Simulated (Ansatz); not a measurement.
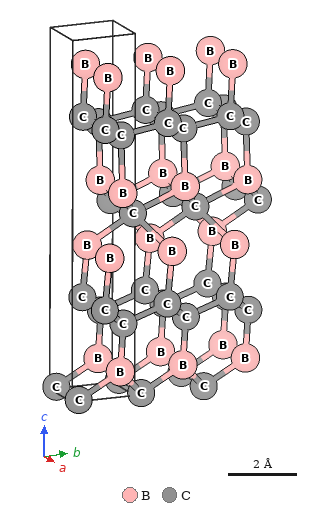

This is the input geometry for a relaxation of a crystal of B₂C₃ (a generated structure, set up in P1) (coarse preliminary run). A ball-and-stick model of the cell of the calculation, repeated 2 × 3 × 1 with one cell outlined, seen slightly off an axis.

Method: Ansatz 0.2.0, DFT PBE, scalar-relativistic, plane waves, PAW.

Input file:
```yaml
crystal:
  lattice:
    - [2.6081220811, 0.0319498324, 0.0095728302]
    - [-1.2763916741, 2.2409622142, -0.0425484876]
    - [0.0384725924, -0.1752412266, 10.9183793182]
  atoms:
    - { symbol: B, position: [0.6782939992, 0.3533780002, 0.4161208472] }
    - { symbol: B, position: [0.6321402917, 0.3348943297, 0.9142962056] }
    - { symbol: B, position: [0.3369895367, 0.6501211185, 0.08452228] }
    - { symbol: B, position: [0.3238156617, 0.6865400912, 0.5763347747] }
    - { symbol: C, position: [0.5730730127, 0.313840841, 0.2688699293] }
    - { symbol: C, position: [0.6723993118, 0.2825885984, 0.7720453962] }
    - { symbol: C, position: [0.3462487846, 0.6924543931, 0.2170394458] }
    - { symbol: C, position: [0.367094128, 0.640672189, 0.739243683] }
    - { symbol: C, position: [0.03672241, -0.0470033252, 0.5056596115] }
    - { symbol: C, position: [0.0332228633, 0.092513764, 0.0058678267] }
basis:
  ecutwfc: 420
kpoints:
  mp_grid: { grid: [12, 12, 2] }
hamiltonian:
  xc: pbe
scf:
  occupations: { method: gaussian, width: 0.2 }
  lower_state_search: "off"
output:
  forces: true
  stress: true
  eigenvalues: true
relax:
  adjacent_minimum: "off"
  f_tol: 0.025
  max_steps: 60
  cell: { stress_tol: 0.25 }
```

Command:
```bash
ansatz run input.yaml --threads 1 --pin off --max-ram 2560MiB --backend cpu --events-out ev --progress --plain --runs-dir out
```

Where does the relaxation end?

The energy falls by 326 meV per atom in 5 accepted moves (7 points after the start). The largest force component goes from 5.3 to 0.0012 eV/Å. The pressure goes from 2.80 to 0.01 GPa. At 2 points the geometry stayed and the basis and grid were re-selected for the new cell (energy shift of 0.9 meV per atom at most each time). The atom that moves furthest relative to the cell is C5 (0.23 Å roughly along [3 1 0]). Largest moves by element: C 0.23 Å, B 0.16 Å. Cell: a 2.608 → 2.603 Å (−0.2 %), b 2.579 → 2.603 Å (+0.9 %), c 10.920 → 10.461 Å (−4.2 %), α 91.8° → 90.0°, β 89.6° → 90.0°, γ 119.0° → 120.0°. Volume −4.5 %. Some distances before and after: B2–B3 2.458 → 2.154 Å, B1–C9 1.977 → 1.689 Å, C5–C7 1.858 → 1.587 Å, B2–C10 1.955 → 1.689 Å. Bond angles that change, for instance: B2–C10–B3 96.1° → 79.2°, B1–C9–B4 163.7° → 180.0°, B2–C10–B3 165.4° → 180.0°. The space group (tolerance 0.01 Å) goes from P1 (No. 1) to P-3m1 (No. 164). Cost: 6.1 min on 1 thread of Intel(R) Xeon(R) Processor @ 2.50GHz (Skylake/Cascade Lake), on a shared host, peak memory 0.51 GiB.

The structure at the end:

```xyz
10
Lattice="2.6028 0.0000 0.0000 -1.3014 2.2541 0.0000 0.0000 0.0000 10.4611" Properties=species:S:1:pos:R:3 pbc="T T T"
B     1.3014    0.7513    4.4591
B     1.3015    0.7515    9.6896
B     0.0000    1.5028    0.7715
B     0.0000    1.5027    6.0020
C     1.3015    0.7514    2.8708
C     1.3015    0.7514    8.1014
C     0.0000    1.5027    2.3597
C     0.0000    1.5028    7.5903
C     0.0000    0.0000    5.2305
C    -1.3014    2.2541   10.4611
```

After the run, drawn alike:

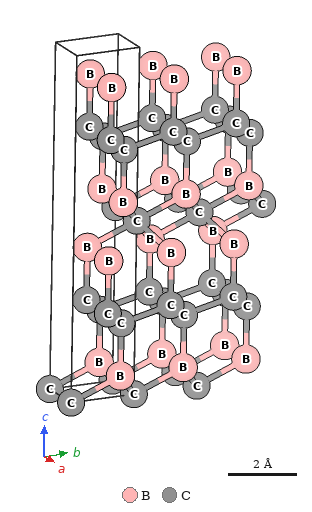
